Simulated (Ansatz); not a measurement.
## Si, response to strain

The parent structure is Si in the diamond structure (space group Fd-3m, No. 227; a = 5.434 Å).

Strains are applied to the cell and any free atomic positions relax.

Level of theory: DFT with PBEsol, PAW potentials and a 420 eV plane-wave cutoff in Ansatz (a quantum-chemistry and plane-wave program), no spin-orbit coupling.

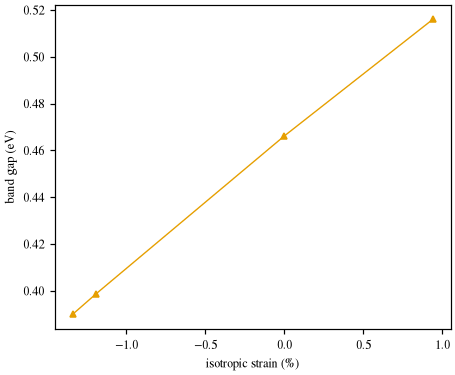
Figure. Band gap against isotropic strain

From the plot, what is the band gap for isotropic strain +0.94 %?

About 0.52 eV.

Is the trend monotonic over the range shown?

Yes, it rises throughout, spanning 0.39 eV to 0.52 eV.

Gaps are Kohn–Sham eigenvalue differences; semilocal functionals usually give less than the measured gap. Stability against distortions was not tested.
